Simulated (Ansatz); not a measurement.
## Electronic structure of H3NZn (triplet) in real space

Input file:

```
crystal:
  periodic: [false, false, false]
  atoms:
    - {symbol: N, position_ang: [-0.494206, -0.568041, -0.104482]}
    - {symbol: Zn, position_ang: [-1.558271, 0.156351, 1.495116]}
    - {symbol: H, position_ang: [-0.570128, 0.080946, -0.888327]}
    - {symbol: H, position_ang: [0.494862, -0.726937, 0.082545]}
    - {symbol: H, position_ang: [-0.904607, -1.448139, -0.418171]}
basis:
  gaussian:
    orbitals: def2-TZVPD
hamiltonian:
  xc: {name: PBE0}
magnetization:
  spin_polarized: true
  initial_magnetization: 2
output: {forces: true, orbitals: {seedname: orbitals}}
```

Command:

```sh
ansatz run input.yaml --threads 1 --pin off --max-ram 2610MiB --events-out events.jsonl --progress --plain --runs-dir runs
```

Geometry: B3LYP/6-31G*.

Level of theory: Ansatz 0.2.0, isolated molecule in a Gaussian basis; Kohn-Sham density functional theory, functional PBE0.

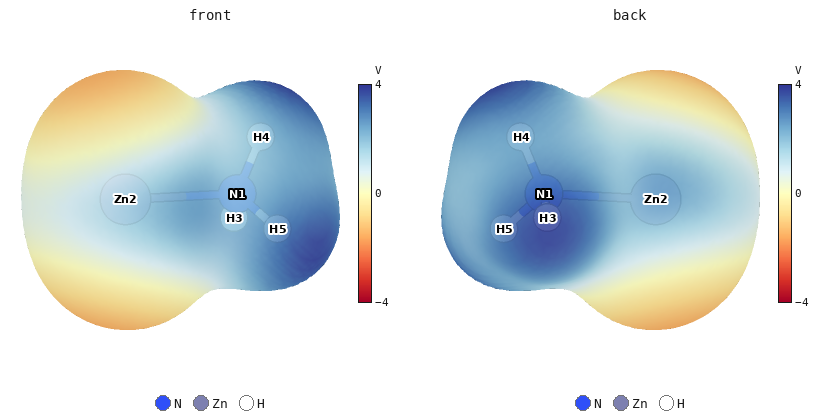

Figure 1. The electrostatic potential painted on the density surface at 0.004 e/bohr³, seen from the front and from behind; the colour scale runs from red (negative) to blue (positive).

> Which sites attract a positive test charge, and which a negative one?

A positive charge is drawn to the negative regions and a negative charge to the positive ones. The most negative region (about −1.5 V, or −35 kcal/mol for a unit charge) lies over N1, the most positive (about +3.8 V, or +88 kcal/mol for a unit charge) over H3 and H5. N1 is the likeliest acceptor of a hydrogen bond.

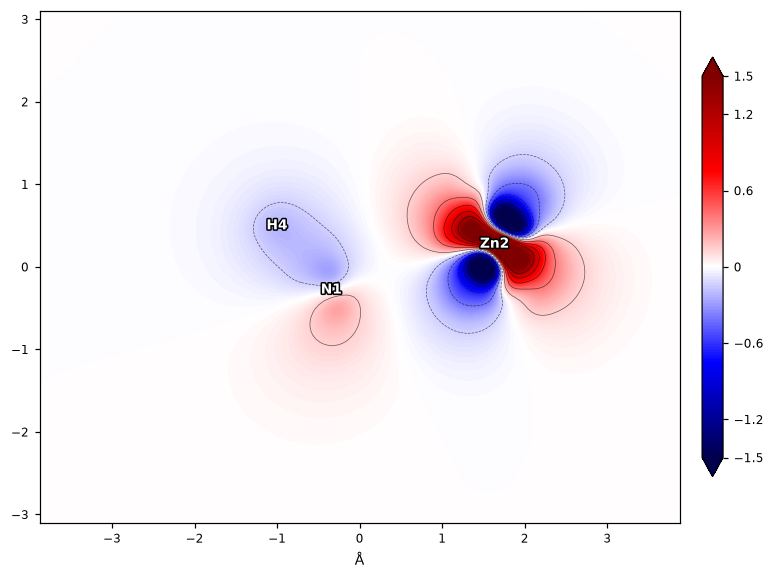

Figure 2. The HOMO−1 (β) on the plane of atoms Zn2, N1 and H4 (values in Å⁻³ᐟ²; the overall sign is arbitrary).

> What is the character of this orbital?

Its weight (Hirshfeld) is mainly on Zn2 (about 95 %). Its energy is −13.60 eV.

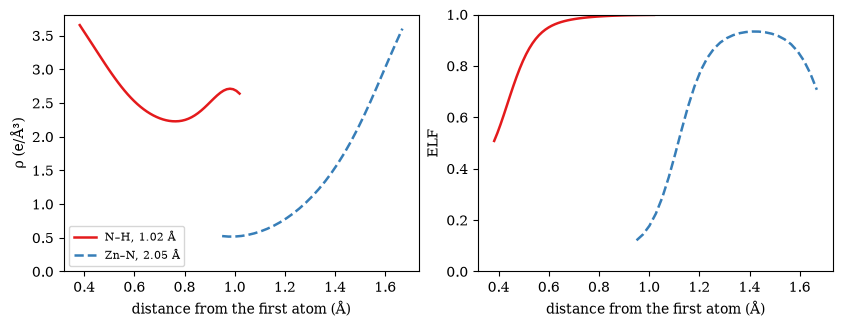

Figure 3. Electron density and electron localisation function along straight lines between neighbouring atoms. The curves leave out the atomic cores.

> Compare the contacts.

N–H (1.02 Å): ρ is about 2.9 e/Å³ halfway; the ELF climbs to about 1 towards the hydrogen, as it does in any bond to H (an ordinary covalent bond to hydrogen).
Zn–N (2.05 Å): ρ at the midpoint is about 0.53 e/Å³; the ELF peaks at about 0.95 in the valence shell of N, 0.6 Å from its nucleus, and is about 0.25 at the midpoint.
